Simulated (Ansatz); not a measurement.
**[BPH5]− (SMILES [BH3-]P): methods side by side**

[BPH5]− has 7 atoms, charge -1, and is taken as a singlet. SMILES: `[BH3-]P`. Geometry: relaxed at GFN2-xTB.

```xyz
7

B    -0.5061   -0.5199   -0.3638
P     0.6975    0.3002    0.9953
H    -1.5844   -0.6442    0.1744
H    -0.0274   -1.6012   -0.6273
H    -0.5575    0.2056   -1.3303
H     0.2191    1.5995    0.9711
H     1.7588    0.6600    0.1807
```

Each level gives the energy change with the P2–H6 bond stretched from 1.385 to 2.077 Å (eV). The values are calculated.

```tsv
level	kind	program	value (eV)	less FCI/STO-3G	CPU time (all runs)
BLYP/STO-3G (restricted)	GGA	Ansatz	2.07	-0.22	2 s
PBE/STO-3G (restricted)	GGA	Ansatz	2.18	-0.11	2.2 s
r2SCAN/STO-3G (restricted)	meta-GGA	Ansatz	2.38	+0.09	4.4 s
r2SCAN0/STO-3G (restricted)	hybrid meta-GGA	Ansatz	2.67	+0.38	4.2 s
CAM-B3LYP/STO-3G (restricted)	range-separated hybrid	Ansatz	2.65	+0.36	2.3 s
wB97X/STO-3G (restricted)	range-separated hybrid	Ansatz	2.75	+0.46	9.1 s
B2PLYP/STO-3G (restricted)	double hybrid	Ansatz	2.56	+0.27	2.8 s
RPA@PBE/STO-3G (restricted)	RPA	Ansatz	2.23	-0.06	3 s
CCSD(T)/STO-3G (restricted)	coupled cluster or CI	Ansatz	2.29	0.00	0.24 s
FCI/STO-3G	exact in the basis	Ansatz	2.29	0.00	20 s
```

FCI/STO-3G is exact within its basis and frozen core, so for wave-function methods in that basis the difference is their error; functionals converge differently with the basis, so for them it is only a difference. Sets without diffuse functions describe the anion poorly. The first shape isn't each level's own minimum. The values span 2.07 to 2.75 eV. All rows use very small basis sets, so none should be taken for the real molecule's value. In so small a basis fixed costs decide the times, and correlated methods can beat functionals. Times are those of the runs behind each value, whatever else they computed, on shared processors of several kinds: orders of magnitude only.

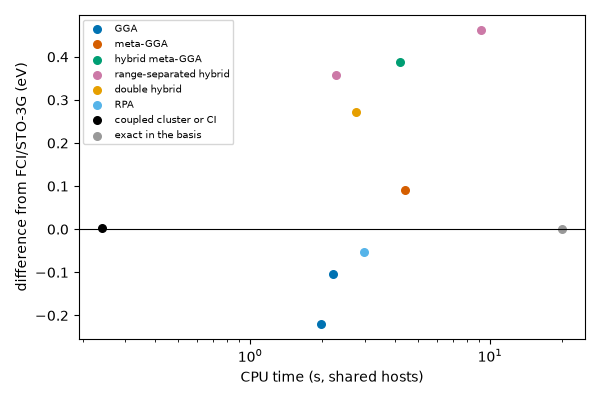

Difference from FCI/STO-3G against processor time, one point a level.
